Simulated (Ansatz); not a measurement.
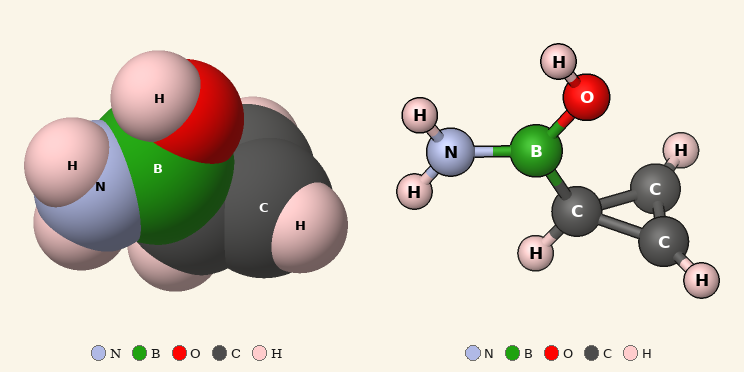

Two views of one molecule.

Computed geometry: PBE0-D4/def2-TZVP optimisation.

> Which formula does it have?

C₃H₆BNO, 12 atoms: 3 carbon, 6 hydrogen, 1 boron, 1 nitrogen and 1 oxygen.

> What is the point group of this geometry?

Cs.

The parts below concern this one geometry. Atoms keep their numbers from picture to picture.

**Levels of theory compared**

Program: Ansatz 0.2.0.

At this fixed geometry, give dipole (D), HOMO energy (eV), HOMO–LUMO gap (eV) at these levels: B3LYP-D4/def2-TZVPP; PBE-D4/def2-TZVPP; r2SCAN-D4/def2-TZVPP; ωB97M-V/def2-TZVPP.

| level | dipole (D) | HOMO energy (eV) | HOMO–LUMO gap (eV) |
| --- | --- | --- | --- |
| B3LYP-D4/def2-TZVPP | 1.93 | −6.49 | 6.60 |
| PBE-D4/def2-TZVPP | 1.92 | −5.53 | 4.82 |
| r2SCAN-D4/def2-TZVPP | 1.89 | −5.69 | 5.24 |
| ωB97M-V/def2-TZVPP | 1.91 | −8.95 | 11.03 |

**Thermal motion**

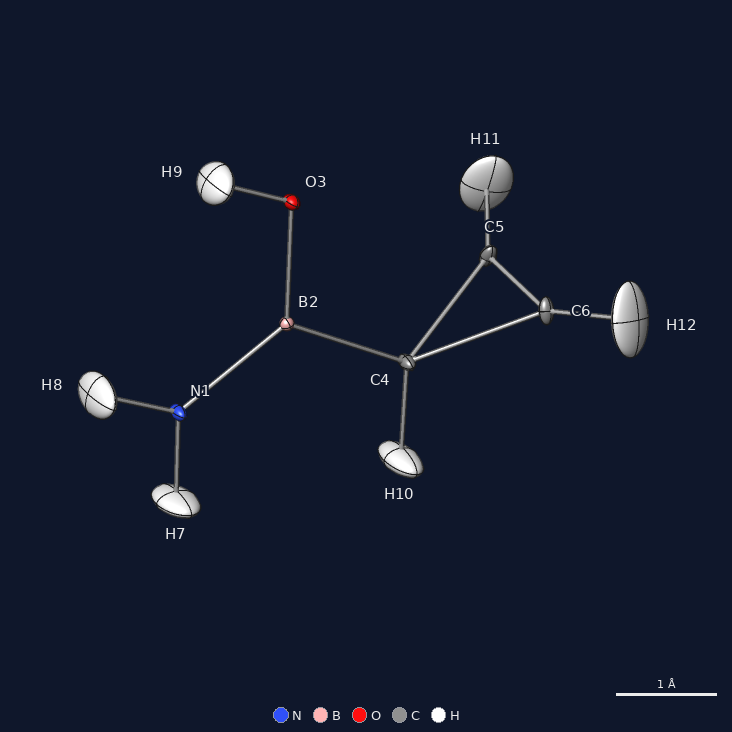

Displacement ellipsoids at the 50 % level, from the internal vibrations of the free molecule (harmonic, no overall translation or rotation; no half-axis is drawn under 0.075 Å). Vibrations computed with RKS PBE0-D4/def2-TZVP (Ansatz 0.2.0). Temperature: 100 K.

> Which atom has the largest mean-square displacement?

H11, H12, with U_eq = 0.0321 Å².

> Does H12 move more along its bond or across it?

Across it: the root-mean-square amplitude is 0.076 Å along the bond and up to 0.249 Å across, since bending and torsion are softer than stretching.

Give the displacement parameters, one line for each set of equivalent atoms.

```tsv
atom	U_eq (Å²)	rms amplitudes (Å)
N1	0.0034	0.032, 0.041, 0.086
B2	0.0019	0.036, 0.040, 0.051
O3	0.0031	0.032, 0.056, 0.073
C4	0.0035	0.034, 0.043, 0.086
C5, C6	0.0040	0.028, 0.055, 0.091
H7	0.0240	0.072, 0.142, 0.216
H8	0.0255	0.077, 0.136, 0.229
H9	0.0205	0.083, 0.139, 0.189
H10	0.0243	0.082, 0.121, 0.227
H11, H12	0.0321	0.075, 0.168, 0.249
```

**Charges**

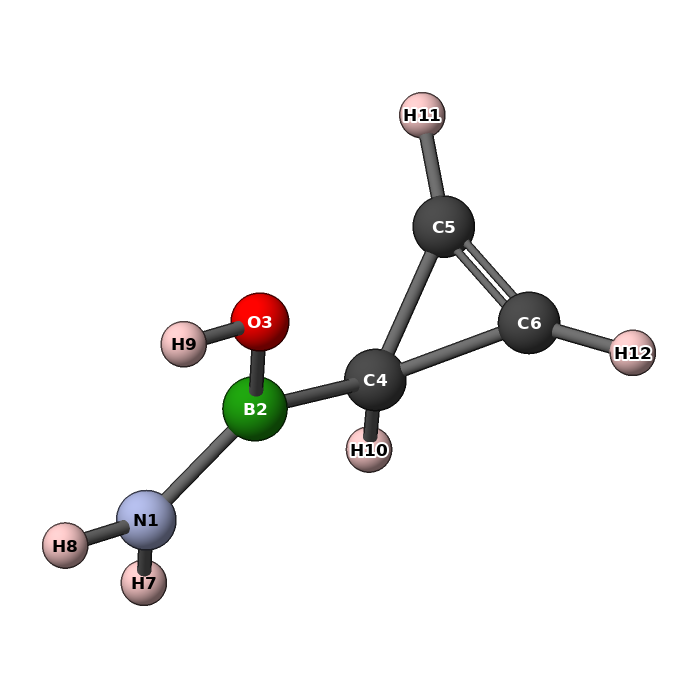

The questions are on Mulliken charges. Level of theory: RKS B3LYP-D4/def2-TZVPP (Ansatz 0.2.0).

> Which atom carries the highest charge (most positive or least negative)?

B2 (0.31 e).

> And the lowest?

N1 (−0.33 e).

Give the Mulliken charges atom by atom.

```json
{"atom": "N1", "value (e)": "−0.33"}
{"atom": "B2", "value (e)": "0.31"}
{"atom": "O3", "value (e)": "−0.32"}
{"atom": "C4", "value (e)": "−0.21"}
{"atom": "C5", "value (e)": "−0.15"}
{"atom": "C6", "value (e)": "−0.15"}
{"atom": "H7", "value (e)": "0.15"}
{"atom": "H8", "value (e)": "0.13"}
{"atom": "H9", "value (e)": "0.17"}
{"atom": "H10", "value (e)": "0.05"}
{"atom": "H11", "value (e)": "0.18"}
{"atom": "H12", "value (e)": "0.18"}
```

Mulliken values depend strongly on the basis set and can even reverse the polarity of a bond.
